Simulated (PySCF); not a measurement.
IBr (charge +1, doublet)

| atom | x (Å) | y (Å) | z (Å) |
| --- | --- | --- | --- |
| I | 0.0000 | 0.0000 | -0.9241 |
| Br | 0.0000 | 0.0000 | 1.4859 |

Core potentials replace the inner electrons of I.

Method: PBE0/cc-pVDZ(-PP), non-relativistic Hamiltonian with scalar-relativistic core potentials where named, at a bond length of 2.410 Å in PySCF.

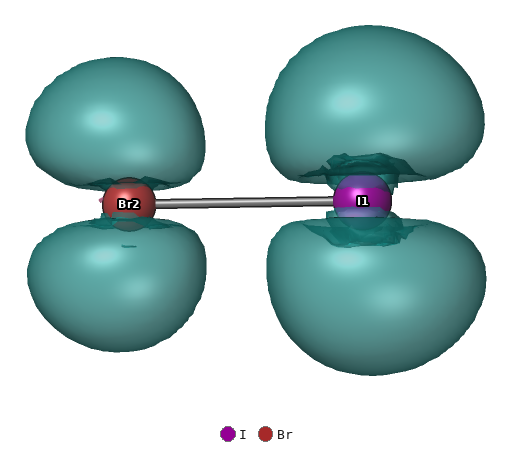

Figure 1. Isosurfaces of the spin density at +0.015 (teal) and −0.015 e/Å³ (pink), seen from one side.

### Describe the spin distribution.

The unpaired spin (1 electron) lies mostly on I1 (about 0.6) and Br2 (about 0.4), in electrons by Hirshfeld's partition.

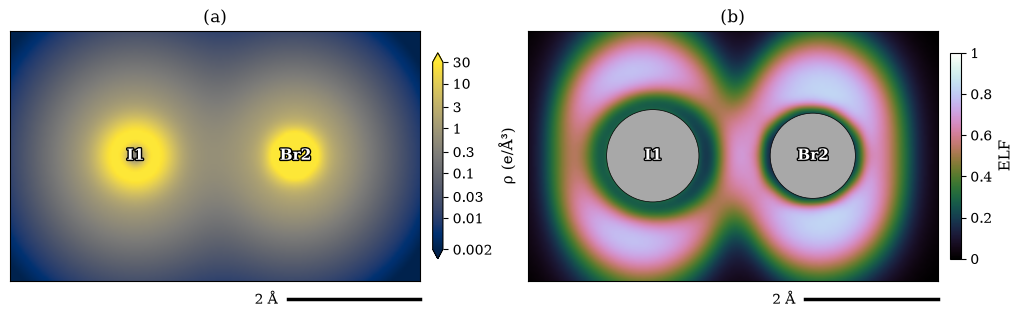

Figure 2. (a) electron density; (b) electron localisation function on a plane that holds the molecular axis. Grey discs cover the atomic cores in the ELF map.

### Interpret the plot.

The plane passes through I and Br nuclei.
I–Br (2.41 Å): ρ is about 0.66 e/Å³ halfway; the ELF peaks at about 0.70 between the atoms.
The ELF also peaks beside Br2, away from the bonds: non-bonding electrons, paired or unpaired.

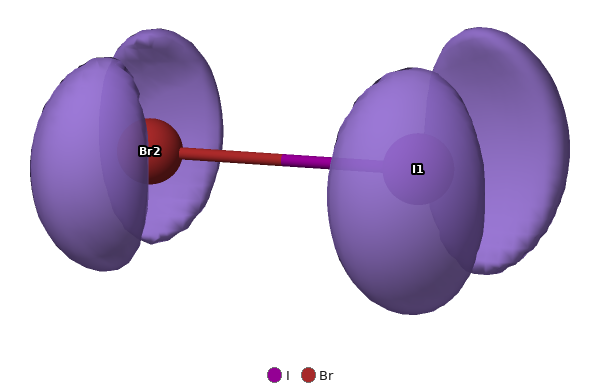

Figure 3. Isosurface of the ELF at 0.85 (purple), seen from one side. Core shells and regions of very low density are left out.

### Where are the electrons localised?

The surface consists of two lobes on Br, pointing away from the bonds (non-bonding electrons, which may merge into one lobe) and two lobes on I, pointing away from the bonds (non-bonding electrons, which may merge into one lobe).
